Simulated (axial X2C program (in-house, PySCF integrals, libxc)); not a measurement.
**SeCa: from the state search to constants**

What are the state, bond length, wavenumber and bond energy of SeCa, and what does spin–orbit coupling change?

Program: an in-house X2C program for linear molecules on PySCF integrals. Level of theory: all-electron X2C, Se dyall-cv3z, Ca dyall-cv3z. These are calculated values, not measurements.

## (1) Input

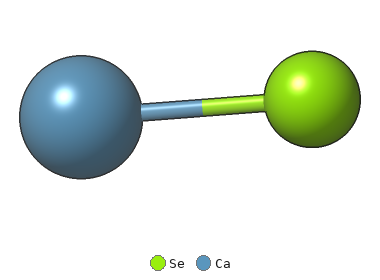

The two atoms at 2.540 Å (selenium green, calcium blue).

File task.json:

```json
{
 "zs": [
  34,
  20
 ],
 "q": 0,
 "bas": [
  "dyall-cv3z",
  "dyall-cv3z"
 ],
 "levels": [
  "PBE0",
  "HF",
  "PW91"
 ],
 "cc": true,
 "r0": 2.54,
 "thr": -1.0,
 "nmax": 90,
 "npts": 10,
 "nst": 2,
 "ntry": 6
}
```

Keys: zs atomic numbers; q charge; bas basis sets; levels methods (HF also brings MP2); cc coupled cluster on or off; r0 starting distance in Å; thr threshold in hartree for freezing inner shells (an s shell follows its p shell); nmax most natural virtual spinors; npts points asked for on the curve; nst determinants followed; ntry starts of the search.

Run with:

```bash
$ python so2c.py task.json out
```

Spin-free means the one-electron spin-free X2C Hamiltonian; two-component (2c) means X2C with spin–orbit coupling and atomic mean-field two-electron Coulomb and Gaunt terms. Basis: Se dyall-cv3z contracted to [8s9p6d4f1g], Ca dyall-cv3z contracted to [11s12p6d4f]; Gaussian nuclei, density fitting. Masses: Se 79.917 u, Ca 39.963 u.

Notation: σ, π±, δ± give the projection m of an orbital's angular momentum (0, ±1, ±2), α and β its spin, Λ and M_S the sums; ω is the projection of a spinor's total angular momentum and Ω the sum. Logs are in hartree.

The results follow Hamiltonian by Hamiltonian and level by level.

## (2) State search with PBE0

PBE0 moves the distance from 2.540 Å to 2.432 Å and compares determinants there.

Spin-free determinants:

```tsv
ΔE (eV)	state	open shells
0.00	M_S = 0, Λ = 0	closed shell
1.11	M_S = 1, Λ = 1	beyond closed shells: σα, π+α, π+β, π-α
1.13	M_S = 0, Λ = 1	beyond closed shells: σβ, π+α, π+β, π-α
1.46	M_S = 1, Λ = 0	beyond closed shells: 2 × σα
2.87	M_S = 0, Λ = 2	beyond closed shells: π+α, 2 × π+β, π-α
2.88	M_S = 1, Λ = 2	beyond closed shells: 2 × π+α, π+β, π-α
2.88	M_S = 1, Λ = 0	beyond closed shells: π+α, π+β, 2 × π-α
```

Two-component determinants:

```json
{"ΔE (eV)": "0.00", "state": "Ω = 0", "open shells": "closed shell"}
{"ΔE (eV)": "1.02", "state": "Ω = 2", "open shells": "excess of +ω over −ω: ω = 1/2, ω = 3/2"}
{"ΔE (eV)": "1.04", "state": "Ω = 1", "open shells": "excess of +ω over −ω: ω = -1/2, ω = 3/2"}
{"ΔE (eV)": "1.20", "state": "Ω = 1", "open shells": "excess of +ω over −ω: 2 × ω = 1/2"}
{"ΔE (eV)": "2.79", "state": "Ω = 3", "open shells": "excess of +ω over −ω: 2 × ω = 3/2"}
{"ΔE (eV)": "2.95", "state": "Ω = 2", "open shells": "excess of +ω over −ω: ω = 1/2, ω = 3/2"}
{"ΔE (eV)": "2.95", "state": "Ω = 1", "open shells": "excess of +ω over −ω: ω = -1/2, ω = 3/2"}
```

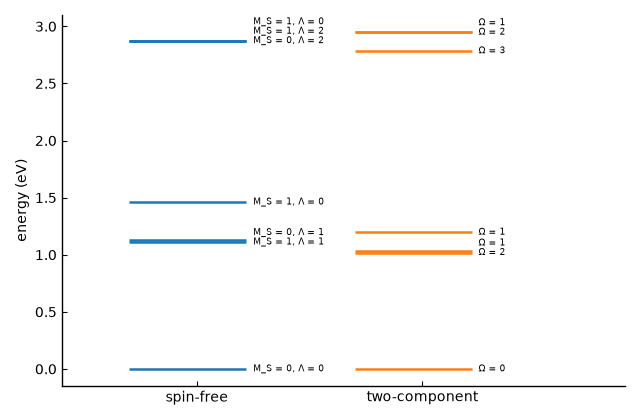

The determinants found, each set from its own lowest.

## (3) PBE0, spin-free

State followed: M_S = 0, Λ = 0 (closed shell). The scan is laid around 2.432 Å, a first estimate of the minimum, and this SCF restarts from the orbitals of the search.

Output at 2.432 Å:

```text
spin-free X2C-1e  PBE0
basis functions 207  fitting functions 931  grid points 5798
iter        total energy     max residual
   1      -3110.016967486     1.33e-05
   2      -3110.016967460     2.65e-05
   3      -3110.016967495     4.88e-06
   4      -3110.016967496     8.45e-07
converged
one-electron -4611.65823184  Coulomb 1478.34796293  exact exchange -30.61154673  xc functional -94.05588517  nuclear repulsion 147.96073332
```

Along the bond, energies from the lowest point:

```tsv
R (Å)	E (eV)	μ (D)	HOMO (eV)	LUMO (eV)	iterations
2.116	0.9451	8.74	-5.18	-2.03	11
2.213	0.3950	9.32	-5.22	-2.18	11
2.286	0.1567	9.70	-5.09	-2.29	11
2.359	0.0334	10.03	-4.98	-2.40	11
2.432	0.0000	10.33	-4.89	-2.50	4
2.517	0.0479	10.63	-4.79	-2.62	10
2.602	0.1647	10.88	-4.72	-2.73	11
2.712	0.3843	11.13	-4.65	-2.87	12
2.845	0.7156	11.34	-4.60	-3.02	12
3.040	1.2455	11.47	-4.57	-3.22	12
```

Dipoles are positive if Ca is the positive end.

Outer orbitals at the reference distance:

```
symmetry  occupied  ε (eV)             atomic character
     π+α       yes  -29.53                    100% Ca p
     π-α       yes  -29.53                    100% Ca p
      σα       yes  -29.44                     98% Ca p
      σα       yes  -15.78  74% Se s, 10% Ca p, 8% Ca d
      σα       yes   -5.43  69% Se p, 19% Ca s, 8% Ca d
     π+α       yes   -4.89  75% Se p, 15% Ca d, 7% Ca p
     π-α       yes   -4.89  75% Se p, 15% Ca d, 7% Ca p
      σα        no   -2.50  58% Ca s, 28% Ca p, 9% Se p
     π-α        no   -0.78           73% Ca p, 26% Ca d
     π+α        no   -0.78           73% Ca p, 26% Ca d
      σα        no   -0.61  51% Ca d, 37% Ca p, 7% Ca s
```

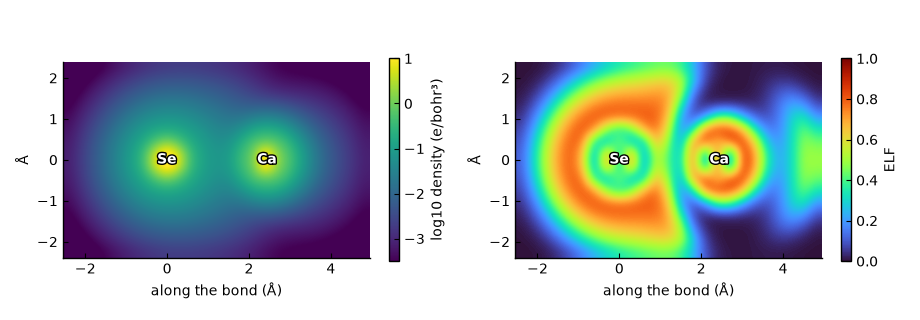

PBE0 fields in a plane through the axis, from a grid of 0.3 Å; Se lies at z = 0 and Ca at z = 2.432 Å; the ELF is damped to zero where the density is low.

Re = 2.427 Å, ωe = 368 cm⁻¹, ωexe = 0.905 cm⁻¹, Be = 0.1074 cm⁻¹, De = 3.22 eV, μ = 10.31 D.

## (4) HF, spin-free

The SCF at the reference distance of 2.432 Å:

```text
spin-free X2C-1e  HF
basis functions 207  fitting functions 931  grid points 5798
iter        total energy     max residual
   1      -3107.795722529     1.56e-01
   2      -3107.823822896     6.66e-03
   3      -3107.825296236     5.19e-03
   4      -3107.825946594     1.25e-03
   5      -3107.826018732     4.15e-04
   6      -3107.826035682     1.42e-04
   7      -3107.826040146     5.09e-05
   8      -3107.826040774     2.23e-05
   9      -3107.826040896     1.01e-05
  10      -3107.826040921     3.93e-06
  11      -3107.826040924     1.99e-06
  12      -3107.826040924     6.59e-07
converged
one-electron -4611.39864384  Coulomb 1478.15065543  exact exchange -122.53878583  xc functional 0.00000000  nuclear repulsion 147.96073332
```

Re = 2.484 Å, ωe = 360 cm⁻¹, ωexe = 1.01 cm⁻¹, Be = 0.1025 cm⁻¹, De = 1.15 eV, μ = 12.81 D.

## (5) PW91, spin-free

The SCF at the reference distance of 2.432 Å:

```text
spin-free X2C-1e  PW91
basis functions 207  fitting functions 931  grid points 5798
iter        total energy     max residual
   1      -3110.687175192     7.80e-02
   2      -3110.679364770     1.83e-02
   3      -3110.595493928     4.10e-02
   4      -3110.692073146     3.60e-03
   5      -3110.692391495     2.33e-03
   6      -3110.692625971     4.33e-04
   7      -3110.692628518     3.30e-04
   8      -3110.692632862     7.00e-05
   9      -3110.692632935     2.63e-05
  10      -3110.692632969     1.57e-06
  11      -3110.692632969     7.68e-07
converged
one-electron -4611.59532054  Coulomb 1478.27713211  exact exchange 0.00000000  xc functional -125.33517785  nuclear repulsion 147.96073332
```

Re = 2.434 Å, ωe = 357 cm⁻¹, ωexe = 0.899 cm⁻¹, Be = 0.1068 cm⁻¹, De = 3.65 eV, μ = 9.29 D.

## (6) MP2 and beyond, spin-free

Correlated methods: 8 electrons correlated (frozen shells, counted by type: Se 3 s, 2 p, 1 d; Ca 3 s, 2 p), 266 virtual spinors in MP2, 88 natural virtuals in coupled cluster.

Output of the correlated part at 2.432 Å:

```text
correlated 8  virtual 266  natural virtual 88  E(MP2) -0.183386788  MP2 remainder -0.003430298
iter   CCSD correlation   residual
   1     -0.184749279   1.23e-01
   2     -0.188617259   6.75e-02
   3     -0.190742812   2.24e-02
   4     -0.190789657   9.92e-03
   5     -0.190785149   4.67e-03
   6     -0.190811846   2.03e-03
   7     -0.190809658   6.94e-04
   8     -0.190812873   2.21e-04
   9     -0.190812310   7.65e-05
  10     -0.190811782   2.89e-05
  11     -0.190811350   1.19e-05
  12     -0.190811270   6.24e-06
  13     -0.190811250   1.96e-06
(T) -0.011555516  T1 0.0336  D1 0.0597  max T2 0.083
```

T1 in the output is the amplitude norm over the root of the electron number; divide by √2 for the Lee–Taylor value.

MP2: Re = 2.514 Å, ωe = 333 cm⁻¹, Be = 0.1001 cm⁻¹, De = 2.81 eV.

CCSD: Re = 2.507 Å, ωe = 337 cm⁻¹, ωexe = 1.14 cm⁻¹, Be = 0.1007 cm⁻¹, De = 2.36 eV. T1 at Re = 0.025 (Lee–Taylor, the printed value over √2).

CCSD(T): No constants are quoted: too few points lie around the minimum for a second fit to confirm the first.

## (7) A higher determinant, spin-free

State: M_S = 1, Λ = 1 (beyond closed shells: σα, π+α, π+β, π-α).

Output at the reference distance:

```text
spin-free X2C-1e  PBE0
basis functions 207  fitting functions 931  grid points 5798
iter        total energy     max residual
   1      -3109.976145057     1.03e-05
   2      -3109.976145069     5.74e-06
   3      -3109.976145071     3.90e-06
   4      -3109.976145073     1.08e-06
   5      -3109.976145074     1.67e-07
converged
one-electron -4608.66632194  Coulomb 1475.35038486  exact exchange -30.61122971  xc functional -94.00971159  nuclear repulsion 147.96073332
```

```tsv
R (Å)	E above the lowest PBE0 point (eV)
2.116	3.046
2.213	2.167
2.286	1.696
2.359	1.353
2.432	1.111
2.517	0.930
2.602	0.835
2.712	0.804
2.845	0.864
```

No constants are quoted: too few points lie around the minimum for a second fit to confirm the first.

## (8) The spin-free curves together

Energy (eV) of the followed determinant, spin-free, from each level's lowest point:

```tsv
R (Å)	PBE0	HF	MP2	CCSD	CCSD(T)	PW91
2.116	0.945	1.349	1.429	n/a	n/a	0.941
2.213	0.395	0.644	0.720	0.699	0.731	0.400
2.286	0.157	0.311	0.376	0.359	0.385	0.164
2.359	0.033	0.110	0.159	0.146	0.165	0.038
2.432	0.000	0.012	0.041	0.034	0.044	0.000
2.517	0.048	0.000	0.000	0.000	0.000	0.039
2.602	0.165	0.070	0.038	0.045	0.033	0.145
2.712	0.384	0.243	0.169	0.180	0.154	0.348
2.845	0.716	0.529	0.413	n/a	n/a	0.658
3.040	1.246	0.995	0.872	n/a	n/a	1.161
```

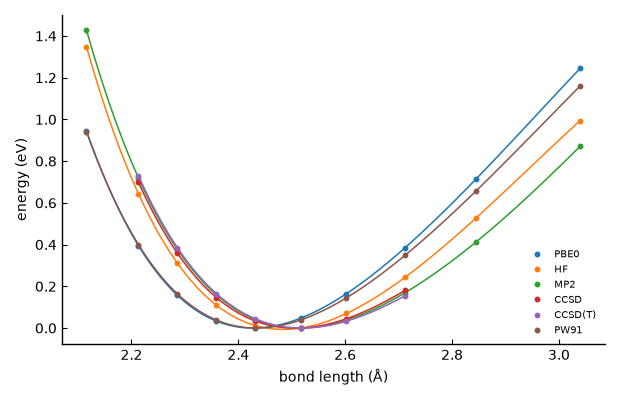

Curves of the followed state, spin-free, each from its own lowest point.

## (9) PBE0, 2c

State followed: Ω = 0 (closed shell). The scan is laid around 2.432 Å, a first estimate of the minimum, and this SCF restarts from the orbitals of the search.

The SCF at the reference distance of 2.432 Å:

```text
two-component X2C + atomic mean field  PBE0
basis functions 207  fitting functions 931  grid points 5798
iter        total energy     max residual
   1      -3109.061384162     3.42e-06
   2      -3109.061384165     2.56e-06
   3      -3109.061384165     1.06e-06
converged
one-electron -4609.16697513  Coulomb 1477.79869618  exact exchange -30.60034060  xc functional -94.02135813  nuclear repulsion 147.96073332  atomic mean-field constant -1.03213980
```

Along the bond, energies from the lowest point:

```tsv
R (Å)	E (eV)	μ (D)	HOMO (eV)	LUMO (eV)	iterations
2.116	0.9507	8.71	-5.13	-2.03	11
2.213	0.3991	9.28	-5.13	-2.18	11
2.286	0.1595	9.66	-5.00	-2.29	11
2.359	0.0350	9.99	-4.89	-2.39	11
2.432	0.0000	10.27	-4.80	-2.50	3
2.517	0.0457	10.55	-4.71	-2.62	12
2.602	0.1599	10.77	-4.64	-2.73	12
2.712	0.3748	10.96	-4.58	-2.86	14
2.845	0.6967	11.01	-4.56	-3.02	14
3.040	1.1995	10.67	-4.64	-3.22	14
```

Dipoles are positive if Ca is the positive end.

Outer spinors at the reference distance:

```json
{"ω": "1/2", "occupied": "yes", "ε (eV)": "-29.73", "atomic character": "100% Ca p", "λ mixture": "76% π, 24% σ"}
{"ω": "3/2", "occupied": "yes", "ε (eV)": "-29.39", "atomic character": "100% Ca p", "λ mixture": "100% π"}
{"ω": "1/2", "occupied": "yes", "ε (eV)": "-29.33", "atomic character": "99% Ca p", "λ mixture": "76% σ, 24% π"}
{"ω": "1/2", "occupied": "yes", "ε (eV)": "-15.80", "atomic character": "74% Se s, 10% Ca p, 8% Ca d", "λ mixture": "100% σ"}
{"ω": "1/2", "occupied": "yes", "ε (eV)": "-5.48", "atomic character": "70% Se p, 16% Ca s, 8% Ca d", "λ mixture": "92% σ, 8% π"}
{"ω": "1/2", "occupied": "yes", "ε (eV)": "-4.95", "atomic character": "74% Se p, 14% Ca d, 7% Ca p", "λ mixture": "92% π, 8% σ"}
{"ω": "3/2", "occupied": "yes", "ε (eV)": "-4.80", "atomic character": "74% Se p, 15% Ca d, 7% Ca p", "λ mixture": "100% π"}
{"ω": "1/2", "occupied": "no", "ε (eV)": "-2.50", "atomic character": "58% Ca s, 28% Ca p, 9% Se p", "λ mixture": "100% σ"}
{"ω": "1/2", "occupied": "no", "ε (eV)": "-0.78", "atomic character": "74% Ca p, 26% Ca d", "λ mixture": "100% π"}
{"ω": "3/2", "occupied": "no", "ε (eV)": "-0.78", "atomic character": "73% Ca p, 26% Ca d", "λ mixture": "100% π"}
{"ω": "1/2", "occupied": "no", "ε (eV)": "-0.61", "atomic character": "51% Ca d, 37% Ca p, 7% Ca s", "λ mixture": "100% σ"}
```

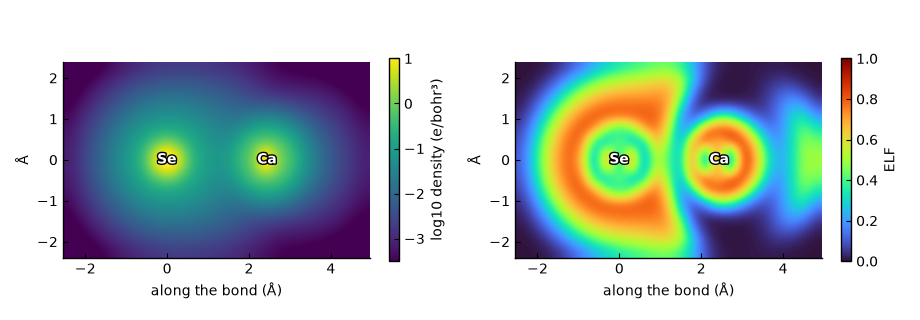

PBE0 fields in a plane through the axis, from a grid of 0.3 Å; Se lies at z = 0 and Ca at z = 2.432 Å; the ELF is damped to zero where the density is low.

Re = 2.429 Å, ωe = 366 cm⁻¹, ωexe = 0.94 cm⁻¹, Be = 0.1072 cm⁻¹, De = 3.16 eV, μ = 10.26 D.

## (10) HF, 2c

The SCF at the reference distance of 2.432 Å:

```text
two-component X2C + atomic mean field  HF
basis functions 207  fitting functions 931  grid points 5798
iter        total energy     max residual
   1      -3106.841047837     1.56e-01
   2      -3106.869105063     6.69e-03
   3      -3106.870572476     5.18e-03
   4      -3106.871218524     1.25e-03
   5      -3106.871290692     4.19e-04
   6      -3106.871307630     1.54e-04
   7      -3106.871312101     5.61e-05
   8      -3106.871312720     2.14e-05
   9      -3106.871312836     9.60e-06
  10      -3106.871312858     3.79e-06
  11      -3106.871312861     1.99e-06
  12      -3106.871312861     6.49e-07
converged
one-electron -4608.90021906  Coulomb 1477.59388374  exact exchange -122.49357107  xc functional 0.00000000  nuclear repulsion 147.96073332  atomic mean-field constant -1.03213980
```

Re = 2.487 Å, ωe = 357 cm⁻¹, ωexe = 1.09 cm⁻¹, Be = 0.1023 cm⁻¹, De = 1.09 eV, μ = 12.73 D.

## (11) PW91, 2c

The SCF at the reference distance of 2.432 Å:

```text
two-component X2C + atomic mean field  PW91
basis functions 207  fitting functions 931  grid points 5798
iter        total energy     max residual
   1      -3109.730977957     7.84e-02
   2      -3109.723069450     1.83e-02
   3      -3109.638566470     4.12e-02
   4      -3109.735834672     3.76e-03
   5      -3109.736172557     2.41e-03
   6      -3109.736417316     4.50e-04
   7      -3109.736419843     3.44e-04
   8      -3109.736424596     8.00e-05
   9      -3109.736424671     2.89e-05
  10      -3109.736424711     1.63e-06
  11      -3109.736424711     7.97e-07
converged
one-electron -4609.10606068  Coulomb 1477.72994244  exact exchange 0.00000000  xc functional -125.28889999  nuclear repulsion 147.96073332  atomic mean-field constant -1.03213980
```

Re = 2.436 Å, ωe = 355 cm⁻¹, ωexe = 0.931 cm⁻¹, Be = 0.1067 cm⁻¹, De = 3.60 eV, μ = 9.24 D.

## (12) MP2 and beyond, 2c

Correlated methods: 8 electrons correlated (frozen shells, counted by type: Se 3 s, 2 p, 1 d; Ca 3 s, 2 p), 266 virtual spinors in MP2, 90 natural virtuals in coupled cluster.

Output of the correlated part at 2.432 Å:

```text
correlated 8  virtual 266  natural virtual 90  E(MP2) -0.183298906  MP2 remainder -0.003288804
iter   CCSD correlation   residual
   1     -0.184792618   1.23e-01
   2     -0.188661587   6.73e-02
   3     -0.190787073   2.24e-02
   4     -0.190832712   9.93e-03
   5     -0.190829025   4.69e-03
   6     -0.190855758   2.04e-03
   7     -0.190853481   7.10e-04
   8     -0.190856908   2.43e-04
   9     -0.190856211   1.06e-04
  10     -0.190855692   5.98e-05
  11     -0.190855069   3.85e-05
  12     -0.190855019   2.34e-05
  13     -0.190855000   1.03e-05
(T) -0.011567390  T1 0.0335  D1 0.0595  max T2 0.064
```

MP2: Re = 2.517 Å, ωe = 331 cm⁻¹, Be = 0.09988 cm⁻¹, De = 2.69 eV.

CCSD: Re = 2.510 Å, ωe = 334 cm⁻¹, ωexe = 1.33 cm⁻¹, Be = 0.1005 cm⁻¹, De = 2.25 eV. T1 at Re = 0.025 (Lee–Taylor, the printed value over √2).

CCSD(T): No constants are quoted: too few points lie around the minimum for a second fit to confirm the first.

## (13) A higher determinant, 2c

State: Ω = 2 (excess of +ω over −ω: ω = 1/2, ω = 3/2).

Output at the reference distance:

```text
two-component X2C + atomic mean field  PBE0
basis functions 207  fitting functions 931  grid points 5798
iter        total energy     max residual
   1      -3109.023925591     1.36e-05
   2      -3109.023925594     1.26e-05
   3      -3109.023925595     1.40e-06
converged
one-electron -4606.24154174  Coulomb 1474.86578095  exact exchange -30.60034895  xc functional -93.97640937  nuclear repulsion 147.96073332  atomic mean-field constant -1.03213980
```

```tsv
R (Å)	E above the lowest PBE0 point (eV)
2.116	2.954
2.213	2.076
2.286	1.605
2.359	1.262
2.432	1.019
2.517	0.838
2.602	0.742
2.712	0.711
2.845	0.771
```

No constants are quoted: too few points lie around the minimum for a second fit to confirm the first.

## (14) The 2c curves together

Energy (eV) of the followed determinant, 2c, from each level's lowest point:

```tsv
R (Å)	PBE0	HF	MP2	CCSD	CCSD(T)	PW91
2.116	0.951	1.358	1.436	n/a	n/a	0.947
2.213	0.399	0.651	0.726	0.706	0.737	0.404
2.286	0.160	0.317	0.381	0.365	0.390	0.166
2.359	0.035	0.114	0.163	0.150	0.169	0.040
2.432	0.000	0.014	0.043	0.036	0.047	0.000
2.517	0.046	0.000	0.000	0.000	0.000	0.037
2.602	0.160	0.067	0.035	0.041	0.030	0.140
2.712	0.375	0.234	0.162	0.169	0.145	0.339
2.845	0.697	0.508	0.400	n/a	n/a	0.642
3.040	1.199	0.936	0.852	n/a	n/a	1.125
```

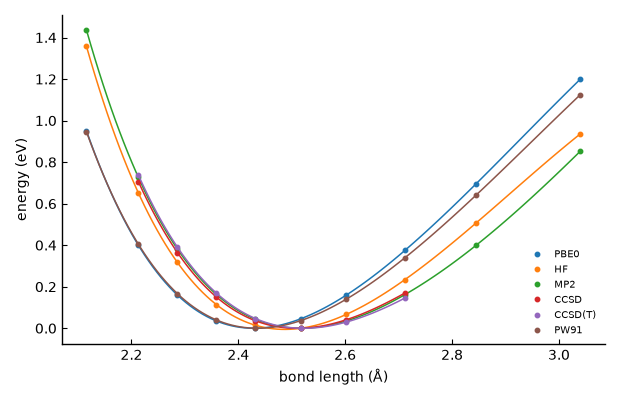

Curves of the followed state, 2c, each from its own lowest point.

The whole job took 2.6 min on 1 thread, shared host.

## (15) Constants

Lowest determinant that the search found at its distance, spin-free: M_S = 0, Λ = 0 (closed shell).

Lowest determinant that the search found at its distance, 2c: Ω = 0 (closed shell).

```csv
Hamiltonian,level,Re (Å),ωe (cm⁻¹),De (eV),μ (D)
spin-free,PBE0,2.427,368,3.22,10.31
spin-free,HF,2.484,360,1.15,12.81
spin-free,MP2,2.514,333,2.81,n/a
spin-free,CCSD,2.507,337,2.36,n/a
spin-free,PW91,2.434,357,3.65,9.29
2c,PBE0,2.429,366,3.16,10.26
2c,HF,2.487,357,1.09,12.73
2c,MP2,2.517,331,2.69,n/a
2c,CCSD,2.510,334,2.25,n/a
2c,PW91,2.436,355,3.60,9.24
```

Dipoles are positive if Ca is the positive end. No constants: spin-free CCSD(T) (too few points lie around the minimum for a second fit to confirm the first); 2c CCSD(T) (too few points lie around the minimum for a second fit to confirm the first).

Time per point (s) on 1 thread, shared host (2c runs; CCSD comes with the CCSD(T) run); the times are rough: PBE0 0.72, HF 0.45, MP2 0.61, PW91 0.49.

**Reading.** At CCSD, going from spin-free to two-component changes Re by +3 mÅ, ωe by -1.1 %, which is small (part of it comes from the scalar share of the two-electron terms). De moves by -0.11 eV; both De rest on single-determinant atoms, which can miss part of an open shell's spin–orbit lowering.

De refers to Se + Ca, each in the lowest determinant found, which need not be this curve's own limit. The state is a single determinant with fixed occupations, the lowest that a limited PBE0 search found. Closed shells are restricted here (equal orbitals for both partners), which fails at long range if the bond breaks into open shells. De is counted from the lowest determinant-based energies of the atoms at the same level, without counterpoise correction. CCSD and (T) use frozen natural virtuals with an MP2 correction for the truncation. With the outer-core shells frozen, correlated bond lengths of heavy atoms tend to come out a few hundredths of an ångström too long. T1 at Re is 0.025 (Lee–Taylor), above the customary mark of 0.02.
